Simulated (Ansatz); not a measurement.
Electronic density of states of amorphous Si$_{24}$O$_{49}$Ba, density 2.35 g/cm³, on a 2×2×2 Γ-centred mesh with a Gaussian width of 0.1 eV; energies count from the Fermi level, whose place inside the gap is arbitrary. Cell and mesh are small, so fine structure isn't converged. All values below come from PBE, scalar-relativistic without spin-orbit coupling (plane waves to 420 eV, PAW; Ansatz, a quantum-chemistry and plane-wave program). Sampling: a 2×2×2 Γ-centred mesh; Fermi-Dirac width 0.02 eV; no spin polarisation. At PBE the levels at the filled edge of the gap are localised (band-tail or defect states), and the nearest spread-out levels lie 5.4 eV apart at the zone centre.

The cell was made by melting and quenching with the CHGNet potential and then relaxed with DFT. O atoms were pushed apart under 1.9 Å during the dynamics, to hinder bonds among them. The hot cell started wider than the set density and was brought back towards it in steps. It is the lowest in DFT energy of 2 quenches. It is a model cell: composition and starting density were chosen by hand, and all elements were melted together. No dispersion term was used. Its density started from a set value of 2.35 and ended at 2.35 g/cm³. The simulated quench (nominally 400 K/ps over its main leg) is rapid and tends to freeze in more defects than a deposited or slowly cooled glass has. Values belong to this one cell and scatter from quench to quench. The volume was held where the preparation left it and the shape relaxed, at a PBE pressure of 0.7 GPa. Stress components on the final sampling reach 0.7 GPa.

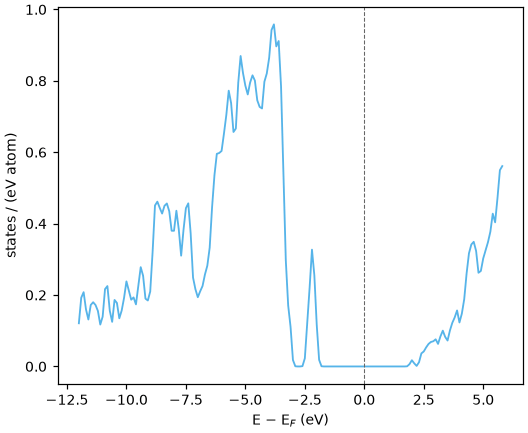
*Density of states per atom*

The level gap on this mesh is 4.05 eV; the broadening fills part of it in the curve.
